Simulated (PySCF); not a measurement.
The calculation's input:

```
{"job": {"kind": "epr", "basis": "pcH-1"}, "charge": 0, "multiplicity": 2}
B      2.543770    -1.024907    -0.754776
Si     1.227265    -0.500106     0.536394
O     -0.144242    -1.391847     0.336867
Si    -1.641013    -0.946679    -0.084155
O     -1.682465     0.656967    -0.345676
Si    -0.521031     1.783191    -0.198836
O      0.864575     1.083400     0.254599
H      3.650558    -1.361060    -0.801494
H      1.372602    -0.516046     2.006033
H     -1.933566    -1.583722    -1.359761
H     -2.512909    -1.211041     1.050008
H     -0.923711     2.680834     0.872624
H     -0.304221     2.331502    -1.529555
```

Command:

```sh
OMP_NUM_THREADS=1 python probes_run.py task.json out
```

Geometry: GFN2-xTB.

Theory: UKS B3LYP, pcH-1 on B H O Si, non-relativistic, mean-field spin-orbit, GIAO (PySCF 2.14.0, density-fitted response routines).

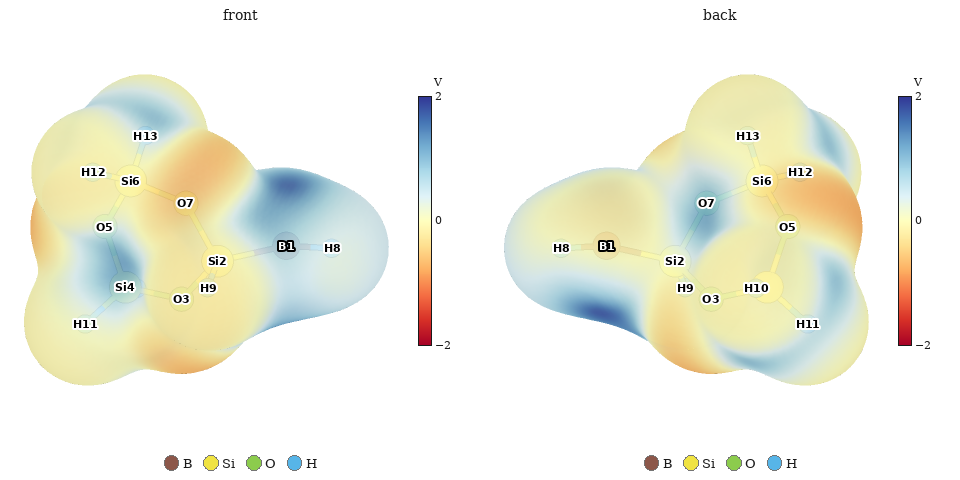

BH₆O₃Si₃ (SMILES [BH][SiH]1O[SiH2]O[SiH2]O1) (doublet). The molecular electrostatic potential painted on the density surface at 0.001 e/bohr³, seen from the front and from behind; red is negative and blue positive.

**Which sites attract a positive test charge, and which a negative one?**

A positive charge is drawn to the negative regions and a negative charge to the positive ones. The most negative region (about −0.8 V) lies over O5, the most positive (about +1.7 V) over B1.
